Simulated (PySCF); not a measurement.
System: CH₇FSSi₂.

```xyz
12

C     1.7214    0.8186    0.8740
Si   -0.1164    0.3491    0.8693
Si   -0.5593   -0.8088   -1.0848
F    -0.7504    0.2724   -2.2768
S    -2.4340   -1.8887   -1.0552
H     1.9736    1.4364    0.0164
H     2.3576   -0.0621    0.8429
H     1.9807    1.3779    1.7676
H    -0.9274    1.5737    0.9750
H    -0.4165   -0.4700    2.0514
H     0.3629   -1.7620   -1.6784
H    -3.1910   -0.8372   -1.3274
```

Geometry: GFN2-xTB.

Theory: CAM-B3LYP/def2-SVPD, SCF density, gas phase in PySCF.

> What can the converged electron density and electron localisation function tell about the bonding?

C–Si (1.90 Å): the density is about 0.93 e/Å³ at the midpoint; the ELF peaks at about 0.95 between the atoms; a shared electron pair.
Si–Si (2.31 Å): ρ at the midpoint is about 0.71 e/Å³; the ELF peaks at about 1 between the atoms (a shared electron pair).
C–H (1.09 Å): ρ at the midpoint is about 1.9 e/Å³; the ELF climbs to about 1 towards the hydrogen, as it does in any bond to H; an ordinary covalent bond to hydrogen.

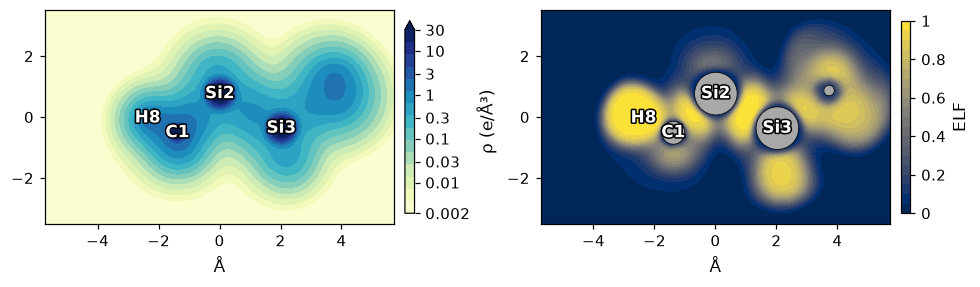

Computed electron density and electron localisation function on the plane of atoms C1, Si2 and Si3, in this order. Grey discs cover the atomic cores in the ELF map. 
